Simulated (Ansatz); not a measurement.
CH2ClFGe

```xyz
6

C     0.2189   -2.2816    0.3071
Cl    3.3857   -2.7691   -1.1649
F     0.7212   -2.4649   -2.7526
Ge    1.3006   -2.2659   -1.1161
H     0.6912   -2.0788    1.2802
H    -0.8212   -1.9616    0.1408
```

Geometry: PBE-D3(BJ)/def2-SVP.

Level of theory: Ansatz, isolated molecule in a Gaussian basis; Kohn-Sham density functional theory, functional PBE0.

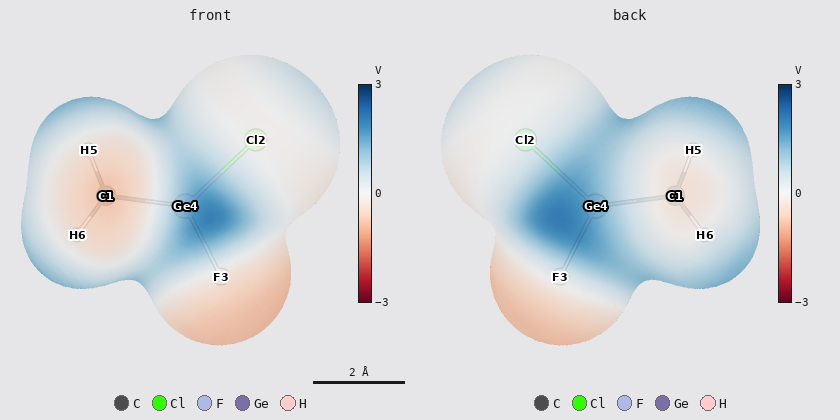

Figure 1. The electrostatic potential painted on the density surface at 0.002 e/bohr³, seen from the front and from behind; the colour scale runs from red (negative) to blue (positive).

> Which sites attract a positive test charge, and which a negative one?

A positive charge is drawn to the negative regions and a negative charge to the positive ones. The most negative region (about −0.9 V) lies over F3, the most positive (about +2.0 V) over Ge4. Cl2 shows a σ-hole: about +0.6 V at the tip opposite its bond, against about 0.0 V on its flanks.

> How polar is the molecule by this calculation?

Its dipole moment is 1.45 D.

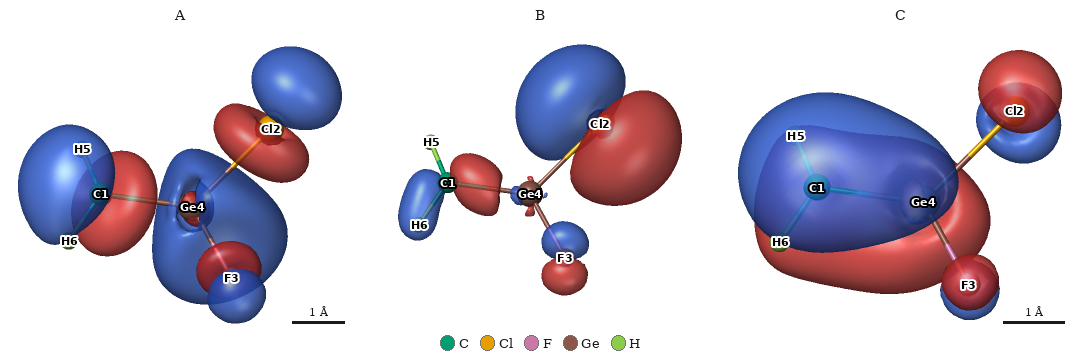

Figure 2. Three frontier orbitals at ±0.08 Å⁻³ᐟ² (blue and red are the two phases), in no order.

> Order the three orbitals by energy and name them.

B is the HOMO−1 (−9.96 eV). Its weight (Hirshfeld) is mainly on Cl2 (about 85 %) and Ge4 (about 5 %); largely a lone pair of Cl2. C is the HOMO (−7.09 eV). By Hirshfeld shares it lies mainly on C1 (about 50 %) and Ge4 (about 30 %). A is the LUMO (−2.47 eV). Its weight (Hirshfeld) is mainly on Ge4 (about 45 %), C1 (about 25 %), Cl2 (about 20 %) and F3 (about 10 %).

> What is the HOMO–LUMO gap?

4.62 eV between the orbital energies.

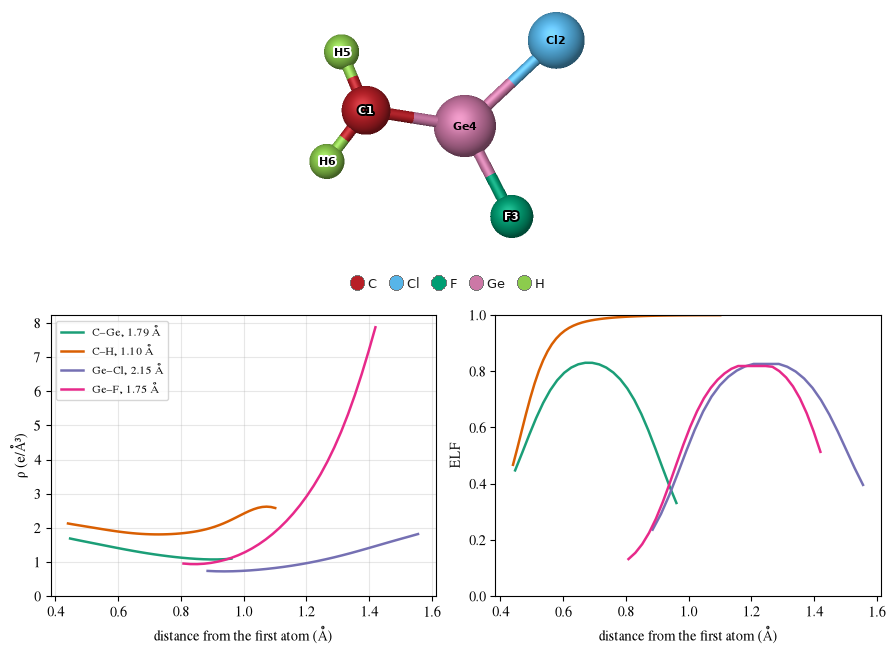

Figure 3. Electron density and ELF along straight lines between neighbouring atoms. The curves leave out the atomic cores. The structure is drawn too.

> What can be read from the curves?

C–Ge (1.79 Å): ρ at the midpoint is about 1.1 e/Å³; the ELF peaks at about 0.85 in the valence shell of C, 0.7 Å from its nucleus, and is about 0.55 at the midpoint.
C–H (1.10 Å): the density is about 2 e/Å³ at the midpoint; the ELF climbs to about 1 towards the hydrogen, as it does in any bond to H (an ordinary covalent bond to hydrogen).
Ge–Cl (2.15 Å): ρ at the midpoint is about 0.8 e/Å³; the ELF peaks at about 0.85 in the valence shell of Cl, 0.9 Å from its nucleus, and is about 0.70 at the midpoint.
Ge–F (1.75 Å): ρ is about 0.95 e/Å³ halfway; the ELF peaks at about 0.80 in the valence shell of F, 0.6 Å from its nucleus, and is about 0.25 at the midpoint.

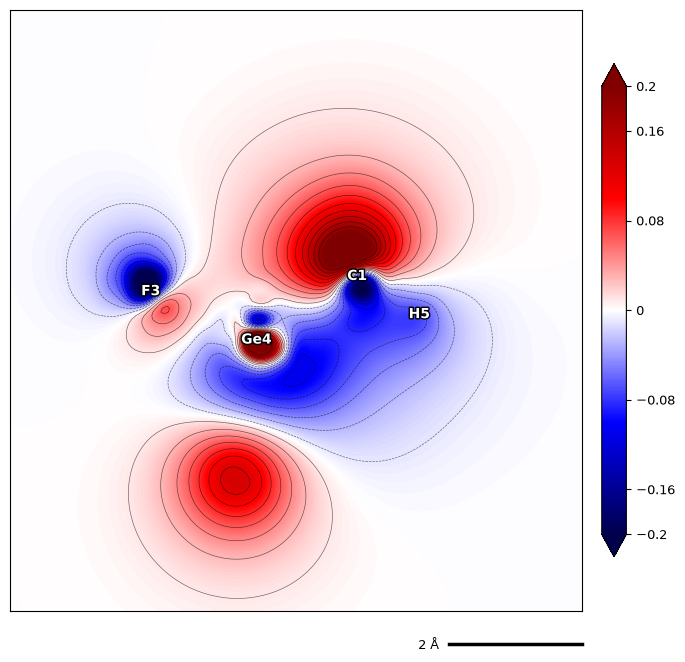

Figure 4. One frontier orbital on the plane of atoms Ge4, C1 and H5 (values in Å⁻³ᐟ²; the overall sign is arbitrary).

> Which orbital is it: HOMO or LUMO?

The HOMO, at −7.09 eV. It lies mainly on C1 (about 50 %) and Ge4 (about 30 %).
